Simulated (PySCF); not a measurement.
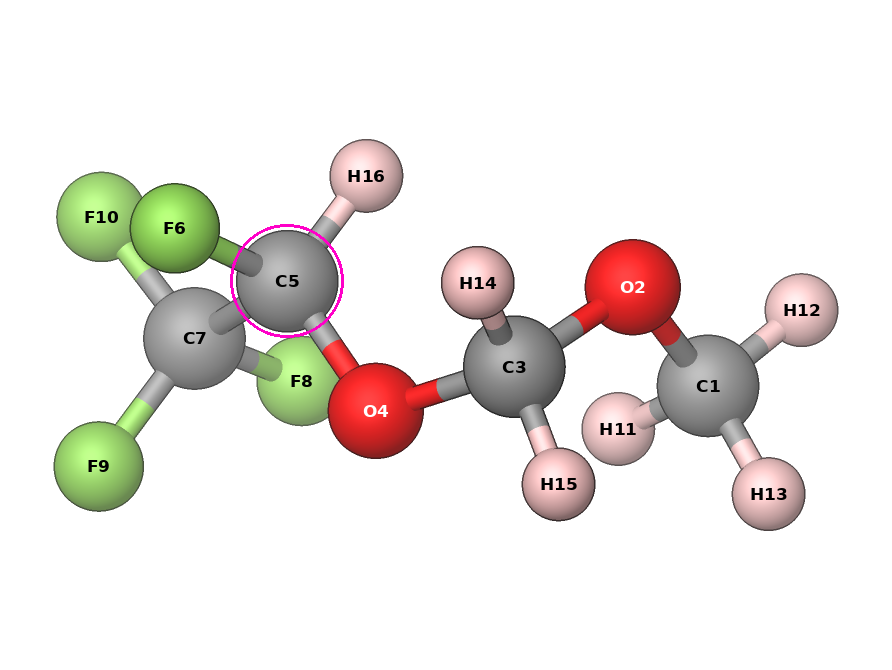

Depth is shown by fading: the farther an atom, the more it takes the colour of the background. Circles mark the stereogenic atoms. Computed geometry: PBE0-D3(BJ)/def2-SVP optimisation. No frequency run is at hand to confirm it as a minimum.

**Assign CIP descriptors.**

C5: R (priorities F6 > O4 > C7 > H16).

**Write the isomeric SMILES.**

COCO[C@H](F)C(F)(F)F
